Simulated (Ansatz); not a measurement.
# SiCl2 (SMILES Cl[Si]Cl) at HF/cc-pVTZ

Aim: the electronic atomisation energy of SiCl2 at HF/cc-pVTZ, from 3 runs. 

The results are computed with Ansatz 0.2.0.

37 further runs of the same task are left out: 1 that didn't finish, 36 set aside as unsound or not needed.

## 1. The system as given

SiCl2 has 3 atoms, charge 0, and is taken as a singlet. As SMILES, `Cl[Si]Cl`. The coordinates come from a PBE0-D4/def2-TZVP relaxation.

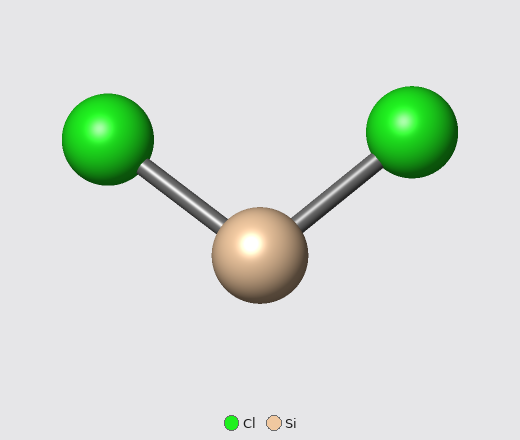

The structure, seen from a chosen angle (chlorine green, silicon light orange).

## 2. The energy at HF/cc-pVTZ

Input file input.yaml:

```yaml
crystal:
  periodic: [false, false, false]
  atoms:
    - {symbol: Cl, position_ang: [0.293800, 1.603800, 0.338000]}
    - {symbol: Si, position_ang: [-0.770100, -0.010400, -0.422000]}
    - {symbol: Cl, position_ang: [0.476300, -1.593400, 0.084000]}
basis:
  gaussian:
    orbitals: cc-pVTZ
accuracy: high
output: {orbitals: {seedname: orbitals}}
hamiltonian:
  xc: hf
total_charge: 0
```

Launch:

```
ansatz run input.yaml --threads 1 --pin off --max-ram 3480MiB --events-out events.jsonl --progress --plain --runs-dir runs
```

The log of the run:

```text
Warning: RAYON_NUM_THREADS=1 ignored (pool sized by the plan → 1); use --threads N
Functional definition: HF
  name "HF"
  exchange = exact_x
  correlation = 0
1569 factors; integrals over basis functions are off by at most 3.2e-9 eV
mean field evaluation 1: about -32871.5206 eV, gradient 1.6e1 eV
mean field evaluation 2: about -32871.7719 eV, gradient 1.7e1 eV
mean field evaluation 4: about -32872.8190 eV, gradient 1.5e0 eV
mean field evaluation 8: about -32872.8568 eV, gradient 1.2e-1 eV
mean field evaluation 16: about -32872.8570 eV, gradient 9.9e-9 eV
mean field -32872.85698031 eV, -1208.0552120036 hartree, gradient 6.6e-8 eV, S^2 0.000000; 0 other end points of the search recorded, 0 dependent functions left out
reference -32872.85698031 eV, -1208.0552120036 hartree; 24, 24 occupied and 78, 78 virtual orbitals, 1569 factors
Total energy: -32872.85698031 eV, -1208.0552120036 hartree
```

It took 2.9 s on 1 thread of Arm Neoverse V1, shared host; peak memory 0.24 GiB.

## 3. The Cl atom, same level

Input file job.yaml:

```yaml
crystal:
  periodic: [false, false, false]
  atoms:
    - {symbol: Cl, position_ang: [0.000000, 0.000000, 0.000000]}
basis:
  gaussian:
    orbitals: cc-pVTZ
magnetization:
  spin_polarized: true
  initial_magnetization: 1
hamiltonian:
  xc: hf
accuracy: high
```

Run the same way, it converges to -459.48543 Eh (log not shown).

## 4. The Si atom, same level

Input file molecule.yaml:

```yaml
crystal:
  periodic: [false, false, false]
  atoms:
    - {symbol: Si, position_ang: [0.000000, 0.000000, 0.000000]}
basis:
  gaussian: {orbitals: cc-pVTZ}
total_charge: 0
magnetization: {spin_polarized: true, initial_magnetization: 2}
accuracy: high
hamiltonian: {xc: hf}
```

Run the same way, it converges to -288.85643 Eh (log not shown).

## 5. Summary of results

At HF/cc-pVTZ:

```
                     quantity           value
       molecule: total energy  -1208.05521 Eh
        molecule: HOMO energy       -10.20 eV
        molecule: LUMO energy         0.32 eV
      molecule: HOMO–LUMO gap        10.51 eV
        Cl atom: total energy   -459.48543 Eh
                Cl atom: ⟨S²⟩           0.759
        Si atom: total energy   -288.85643 Eh
                Si atom: ⟨S²⟩           2.015
electronic atomisation energy        6.202 eV
```

In words: Taking the molecule apart into free atoms costs 6.20 eV (598 kJ/mol), before zero-point energy and without spin-orbit coupling. Hartree–Fock lacks the correlation of the bonding pairs, which as a rule makes this value much too low; in minimal bases other errors can mask that.
